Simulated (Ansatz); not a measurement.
# doublet BF− at 6 levels

Aim: a comparison of 6 runs (UB3LYP/6-31G*, U-r2SCAN0/def2-TZVPPD, U-revPBE/def2-TZVPPD, UPBE-QIDH/def2-TZVPPD, RPA@PBE/def2-TZVPPD, UBCCD(T)/def2-TZVPPD) of doublet BF−. 

Program for the calculation: Ansatz 0.2.0.

39 further runs of the same task are left out: 1 that didn't finish, 38 set aside as unsound or not needed.

## Step 1: The molecule

BF−: 2 atoms, total charge -1, spin state doublet. As SMILES of the parent species, `[B]F`. The shape is that of a PBE0-D4/def2-TZVP optimisation. That shape belongs to the parent species and isn't relaxed for this state.

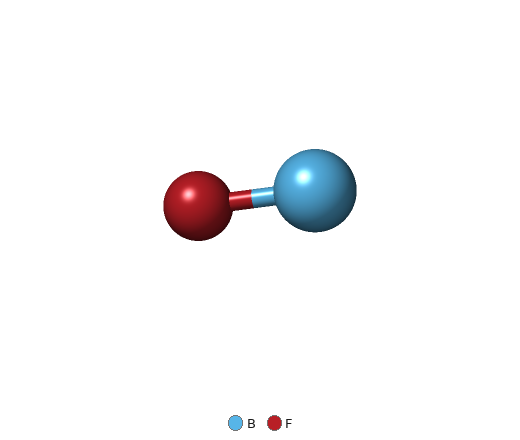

The structure, seen from a chosen angle (boron blue, fluorine red).

## Step 2: A single-point energy at UB3LYP/6-31G(d) (Cartesian functions) (run 1)

input.yaml reads:

```yaml
crystal:
  periodic: [false, false, false]
  atoms:
    - {symbol: B, position_ang: [0.000000, -0.000000, -0.009350]}
    - {symbol: F, position_ang: [-0.000000, 0.000000, 1.253740]}
basis:
  gaussian:
    orbitals: "6-31G*"
total_charge: -1
magnetization:
  spin_polarized: true
  initial_magnetization: 1
hamiltonian:
  xc: {name: B3LYP}
accuracy: high
output: {orbitals: {seedname: orbitals}}
```

On the command line:

```
$ ansatz run input.yaml --threads 1 --pin off --max-ram 3480MiB --events-out events.jsonl --progress --plain --runs-dir runs
```

Standard output:

```text
Warning: RAYON_NUM_THREADS=1 ignored (pool sized by the plan → 1); use --threads N
Functional definition: B3LYP
  name "B3LYP"
  parameter a0 = 0.2
  parameter ax = 0.72
  parameter ac = 0.81
  exchange = (1 - a0 - ax)*slater_x + ax*b88_x + a0*exact_x
  correlation = (1 - ac)*vwn_rpa_c + ac*lyp_c
520 factors; integrals over basis functions are off by at most 2.5e-9 eV
mean field evaluation 1: about -3374.3122 eV, gradient 6.6e1 eV
mean field evaluation 2: about -3367.2291 eV, gradient 8.4e1 eV
mean field evaluation 4: about -3389.5222 eV, gradient 8.3e-1 eV
mean field evaluation 8: about -3389.5262 eV, gradient 1.2e-2 eV
mean field evaluation 16: about -3389.5262 eV, gradient 1.5e-7 eV
mean field -3389.52624527 eV, -124.5627920103 hartree, gradient 5.0e-8 eV, S^2 0.752331; 0 other end points of the search recorded, 0 dependent functions left out
reference -3389.52626755 eV, -124.5627928290 hartree; 8, 7 occupied and 22, 23 virtual orbitals, 520 factors
Total energy: -3389.52626755 eV, -124.5627928290 hartree
```

It took 1.2 s on 1 thread of Arm Neoverse V1, shared host; peak memory 0.096 GiB.

## Step 3: A single-point energy at U-r2SCAN0/def2-TZVPPD (run 2)

job.yaml reads:

```yaml
crystal:
  periodic: [false, false, false]
  atoms:
    - {symbol: B, position_ang: [0.000000, -0.000000, -0.009350]}
    - {symbol: F, position_ang: [-0.000000, 0.000000, 1.253740]}
basis:
  gaussian: {orbitals: def2-TZVPPD.json}
hamiltonian: {xc: {name: r2SCAN0}}
total_charge: -1
accuracy: high
output: {orbitals: {seedname: orbitals}}
magnetization: {spin_polarized: true, initial_magnetization: 1}
```

The basis set def2-TZVPPD is read from a file made from the Basis Set Exchange's data (not shown).

On the command line:

```
$ ansatz run job.yaml --threads 1 --pin off --max-ram 3480MiB --events-out events.jsonl --progress --plain --runs-dir runs
```

Standard output:

```text
Warning: RAYON_NUM_THREADS=1 ignored (pool sized by the plan → 1); use --threads N
Functional definition: r2SCAN0
  name "r2SCAN0"
  parameter a = 0.25
  parameter k0 = 0.174
  parameter k1 = 0.065
  parameter a1 = 4.9479
  exchange = (1 - a)*r2scan_x(k0 = k0, k1 = k1, a1 = a1) + a*exact_x
  correlation = r2scan_c
1035 factors; integrals over basis functions are off by at most 3.7e-9 eV
mean field evaluation 1: about -3375.9663 eV, gradient 6.4e1 eV
mean field evaluation 2: about -3369.6020 eV, gradient 9.0e1 eV
mean field evaluation 4: about -3390.5270 eV, gradient 1.9e0 eV
mean field evaluation 8: about -3390.5568 eV, gradient 5.5e-2 eV
mean field evaluation 16: about -3390.5569 eV, gradient 8.7e-5 eV
mean field evaluation 32: about -3390.3246 eV, gradient 1.9e-1 eV
mean field evaluation 64: about -3390.5458 eV, gradient 5.8e-1 eV
mean field -3390.55689179 eV, -124.6006675714 hartree, gradient 6.3e-8 eV, S^2 0.759560; 6 other end points of the search recorded, 0 dependent functions left out
reference -3390.55690123 eV, -124.6006679182 hartree; 8, 7 occupied and 69, 70 virtual orbitals, 1035 factors
Total energy: -3390.55690123 eV, -124.6006679182 hartree
```

It took 26 s on 1 thread of Arm Neoverse V1, shared host; peak memory 0.23 GiB.

Runs 3 to 4 aren't shown in full; the table further down has their settings and results.

## Step 4: The energy at RPA@PBE/def2-TZVPPD (run 5)

input.yaml, as its differences from that of step 2:

```diff
@@ -7,3 +7,3 @@
   gaussian:
-    orbitals: "6-31G*"
+    orbitals: def2-TZVPPD.json
 total_charge: -1
@@ -13,4 +13,6 @@
 hamiltonian:
-  xc: {name: B3LYP}
+  xc: {name: PBE}
+correlation:
+  method: rpa
+  frozen_orbitals: {B: 1, F: 1}
 accuracy: high
-output: {orbitals: {seedname: orbitals}}
```

The basis set def2-TZVPPD is read from a file made from the Basis Set Exchange's data (not shown).

On the command line:

```
$ ansatz run input.yaml --threads 1 --pin off --max-ram 3480MiB --events-out events.jsonl --progress --plain --runs-dir runs
```

Standard output (excerpt; [...] marks lines left out):

```text
Warning: RAYON_NUM_THREADS=1 ignored (pool sized by the plan → 1); use --threads N
Functional definition: PBE
  name "PBE"
[...]
1035 factors; integrals over basis functions are off by at most 3.7e-9 eV
[...]
mean field -3388.93551016 eV, -124.5410828954 hartree, gradient 2.0e-8 eV, S^2 0.753738; 2 other end points of the search recorded, 0 dependent functions left out
2 core orbitals not correlated: weight in the atoms' cores, before any rotation towards them, 1.000 or more for the frozen orbitals, at most 0.000 for the correlated occupied ones
reference -3376.31622365 eV, -124.0773326697 hartree; 6, 5 occupied and 69, 70 virtual orbitals, 1035 factors
Total energy: -3391.04417528 eV, -124.6185749091 hartree
```

It took 26 s on 1 thread of Arm Neoverse V1, shared host; peak memory 0.19 GiB.

## Step 5: The energy at UBCCD(T)/def2-TZVPPD (run 6)

job.yaml reads:

```yaml
crystal:
  periodic: [false, false, false]
  atoms:
    - {symbol: B, position_ang: [0.000000, -0.000000, -0.009350]}
    - {symbol: F, position_ang: [-0.000000, 0.000000, 1.253740]}
basis:
  gaussian:
    orbitals: def2-TZVPPD.json
total_charge: -1
magnetization:
  spin_polarized: true
  initial_magnetization: 1
correlation:
  method: bccd_t
  frozen_orbitals: {B: 1, F: 1}
accuracy: high
scf:
  omitted_lower_state_checks: [cluster_reference, increment]
```

The basis set def2-TZVPPD is read from a file made from the Basis Set Exchange's data (not shown).

On the command line:

```
$ ansatz run job.yaml --threads 1 --pin off --max-ram 3480MiB --events-out events.jsonl --progress --plain --runs-dir runs
```

Standard output:

```text
Warning: RAYON_NUM_THREADS=1 ignored (pool sized by the plan → 1); use --threads N
[... 16 lines left out ...]
2 core orbitals not correlated: weight in the atoms' cores, before any rotation towards them, 1.000 or more for the frozen orbitals, at most 0.000 for the correlated occupied ones
[... 51 lines left out ...]
Total energy: -3386.62195391 eV, -124.4560612715 hartree
Checks for a lower state left out: cluster_reference, increment
```

It took 19 s on 1 thread of Arm Neoverse V1, shared host; peak memory 0.65 GiB.

## Step 6: Overview of the runs

| run | level | Cartesian functions | frozen core orbitals | energy (Eh) | HOMO energy (eV) | LUMO energy (eV) | ⟨S²⟩ | wall time |
| --- | --- | --- | --- | --- | --- | --- | --- | --- |
| 1 | UB3LYP/6-31G* (Cartesian functions) | yes | – | -124.562793 | 5.82 | 7.89 | 0.752 | 1.2 s |
| 2 | U-r2SCAN0/def2-TZVPPD | no | – | -124.600668 | 2.95 | 4.76 | 0.760 | 26 s |
| 3 | U-revPBE/def2-TZVPPD | no | – | -124.636856 | 2.97 | 3.18 | 0.754 | 23 s |
| 4 | UPBE-QIDH/def2-TZVPPD | no | 2 | -124.521907 | 1.74 | 5.03 | 0.760 | 16 s |
| 5 | RPA@PBE/def2-TZVPPD | no | 2 | -124.618575 | – | – | 0.754 | 26 s |
| 6 | UBCCD(T)/def2-TZVPPD | no | 2 | -124.456061 | – | – | 0.806 | 19 s |

## Step 7: What came out

```
                                          quantity          value
                               run 6: total energy  -124.45606 Eh
run 6: correlation energy (2 core orbitals frozen)     -351.1 mEh
                             run 6: (T) correction     -12.84 mEh
          run 6: ⟨S²⟩ of the reference determinant          0.806
```

In words: Totals of different functionals can't be ranked against each other. In runs 1, 2, 3, 4 the HOMO lies above zero, so the outermost electron may be held by the basis alone. All runs together took 1.9 min, the longest 26 s.
